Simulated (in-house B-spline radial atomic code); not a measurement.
Level of theory: scalar-relativistic (spin-free one-electron X2C) BLYP, spin-polarised, spherical fractional occupations, Fermi nucleus, basis-set limit. Computed with an in-house B-spline radial code. The occupation of the 6p shell is varied from Bi ([Xe] 4f14 5d10 6s2 6p3 (high spin)) to Bi with charge -0.6 ([Xe] 4f14 5d10 6s2 6p3.6 (6p: 3 up, 0.6 down)), with spherical fractional occupations. Wanted, and plotted below: the total energy less the straight line between the end points, and the eigenvalue of 6p↓.

The curve is convex (below the straight line), with the largest deviation among the points computed, −0.24 eV, at 0.3. The eigenvalue, which is the slope of the energy (Janak's theorem), moves from −3.04 eV at 0.1 to −0.367 eV at 0.6. Convexity is the mark of the delocalisation error, which puts fractional charges too low; for p, d and f shells the spherical spreading of the fraction adds to it. One end point is itself fractional, so the deviation from the line between whole numbers would be larger.

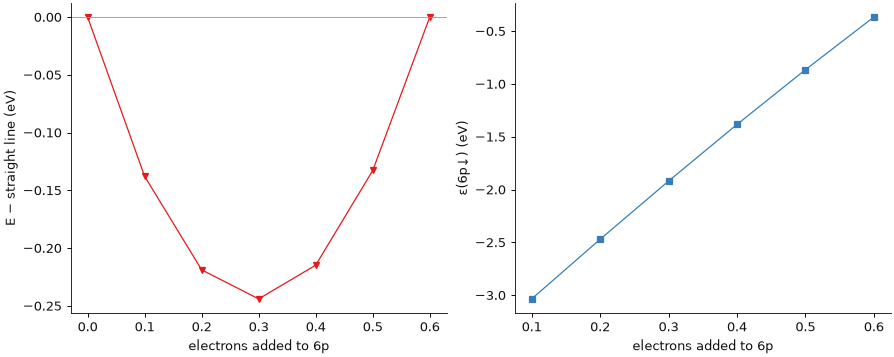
